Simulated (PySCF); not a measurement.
# One shape, several levels: [SiH3]− (SMILES [SiH3-])

We compute a comparison of 6 runs (B2PLYP/6-31G, PBE0/6-31G, CISD/6-31G, CCSD(T)/6-31G, UCCSD(T)/6-31G, FCI/6-31G) of [SiH3]−. Input form: a Python script.

The calculation is run with PySCF 2.14.0.

6 further runs of the same task are left out: 6 set aside as unsound or not needed.

## (1) The structure to begin with

The species is [SiH3]− (4 atoms), meant as a singlet with charge -1. As SMILES, `[SiH3-]`. The Si1–H4 distance was set to 2.319 Å, away from the relaxed value. At this shape a bond of the SMILES string is far longer than usual.

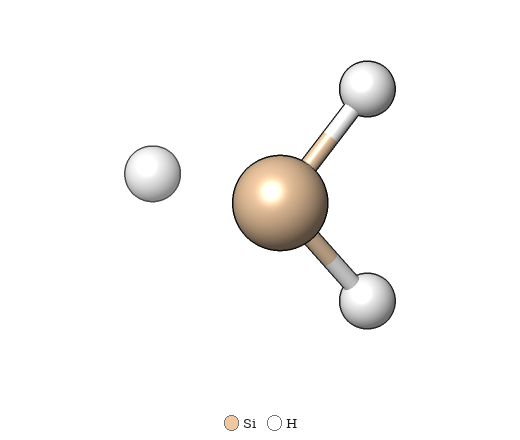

Viewed from a chosen angle; silicon light orange, hydrogen white.

## (2) The energy at B2PLYP/6-31G (run 1)

calc.py reads:

```python
from pyscf import gto, dft, mp

mol = gto.M(
    atom='Si 1.143471 -0.432163 -0.005440; H 1.030371 0.240837 1.381360; H 0.305271 -1.665163 0.402260; H -0.667800 0.712200 -0.891800',
    spin=0,
    charge=-1,
    verbose=3,
    max_memory=1860,
    basis='6-31g',
)

mf = dft.RKS(mol)
mf.xc = '0.53*HF + 0.47*B88, 0.73*LYP'
mf.conv_tol = 1e-10
mf.grids.level = 5
mf.kernel()
if not mf.converged:
    mf = mf.newton().run(mf.mo_coeff, mf.mo_occ)

pt = mp.MP2(mf, frozen=5).run()
energy = mf.e_tot + 0.27 * pt.e_corr
print('PT2 part  %.8f' % (0.27 * pt.e_corr))
print('E = %.10f Eh' % energy)
```

Launch:

```sh
OMP_NUM_THREADS=1 python calc.py
```

What it wrote:

```text
converged SCF energy = -290.989487784675
E(RMP2) = -291.073644366702  E_corr = -0.0841565820273846
E(SCS-RMP2) = -291.084955922973  E_corr = -0.0954681382986699
PT2 part  -0.02272228
E = -291.0122100618 Eh
```

It took 1.9 s on 1 thread of Arm Neoverse V2, shared host; peak memory 0.18 GiB.

## (3) The energy at PBE0/6-31G (run 2)

calc.py reads:

```python
from pyscf import gto, dft

mol = gto.Mole()
mol.atom = '''
Si   1.143471  -0.432163  -0.005440
H    1.030371   0.240837   1.381360
H    0.305271  -1.665163   0.402260
H   -0.667800   0.712200  -0.891800
'''
mol.verbose = 3
mol.max_memory = 1860
mol.charge = -1
mol.basis = '6-31g'
mol.build()

mf = dft.RKS(mol, xc='pbe0')
mf.grids.level = 5
mf.conv_tol = 1e-10
mf.kernel()
if not mf.converged:
    mf = mf.newton().run(mf.mo_coeff, mf.mo_occ)

etot = mf.e_tot
print(f'total energy: {etot:.8f} hartree')
```

Launch:

```sh
OMP_NUM_THREADS=1 python calc.py
```

What it wrote:

```text
converged SCF energy = -291.047017210132
total energy: -291.04701721 hartree
```

Run time: 1.8 s. Hardware: 1 thread of Arm Neoverse V2, shared host; peak memory 0.18 GiB.

Runs 3 to 5 aren't shown in full; the table further down has their settings and results.

## (4) The energy at FCI/6-31G (run 6)

input.py reads:

```python
from pyscf import gto, mcscf

system = gto.M(
    atom='''
Si     2.160847    -0.816670    -0.010280
H      1.947119     0.455116     2.610392
H      0.576879    -3.146702     0.760161
H     -1.261959     1.345863    -1.685258
''',
    unit='bohr',
    max_memory=1860,
    charge=-1,
    verbose=3,
    spin=0,
    basis='6-31g',
)

hf = system.RHF()
hf.conv_tol = 1e-10
hf.kernel()
if not hf.converged:
    hf = hf.newton().run(hf.mo_coeff, hf.mo_occ)

cas = mcscf.CASCI(hf, hf.mo_coeff.shape[-1] - 5, (system.nelec[0] - 5, system.nelec[1] - 5))  # full CI above the frozen core
cas.fix_spin_(ss=0.0)
cas.kernel()
energy = cas.e_tot
print(f'total energy: {energy:.8f} hartree')
```

Launch:

```sh
OMP_NUM_THREADS=1 python input.py
```

What it wrote:

```text
converged SCF energy = -290.523337162619
CASCI E = -290.615297198969  E(CI) = -9.71631528586727  S^2 = 0.0000000
total energy: -290.61529720 hartree
```

Wall time 35 s (1 thread of Arm Neoverse V2, shared host); peak memory 0.34 GiB.

## (5) The series

```csv
run,level,frozen core orbitals,integration grid,energy (Eh),HOMO energy (eV),LUMO energy (eV),HOMO–LUMO gap (eV),wall time
1,B2PLYP/6-31G,5,5,-291.012210,-0.72,6.08,6.80,1.9 s
2,PBE0/6-31G,–,5,-291.047017,0.10,4.91,4.81,1.8 s
3,CISD/6-31G,5,–,-290.608138,-2.22,7.87,10.09,0.56 s
4,CCSD(T)/6-31G,5,–,-290.614795,-2.22,7.87,10.09,0.72 s
5,UCCSD(T)/6-31G,5,–,-290.614712,-1.99,7.91,9.90,0.86 s
6,FCI/6-31G,5,–,-290.615297,-2.22,7.87,10.09,35 s
```

## (6) Summary of results

| quantity | value |
| --- | --- |
| run 6: total energy | -290.61530 Eh |
| run 6: HOMO energy (Hartree–Fock orbitals) | -2.22 eV |
| run 6: LUMO energy (Hartree–Fock orbitals) | 7.87 eV |
| run 6: HOMO–LUMO gap (to an unbound level, set by the basis) | 10.09 eV |
| run 6: correlation energy (5 core orbitals frozen) | -92.0 mEh |

What this shows: Against full CI in this basis: CISD +7.2 mEh; CCSD(T) +0.5 mEh; UCCSD(T) +0.6 mEh. Totals of different functionals can't be ranked against each other. In run 2 the HOMO lies above zero, so the outermost electron may be held by the basis alone. Spin contamination of the reference: run 5 ⟨S²⟩ = 0.11. All runs together took 41 s, the longest 35 s.
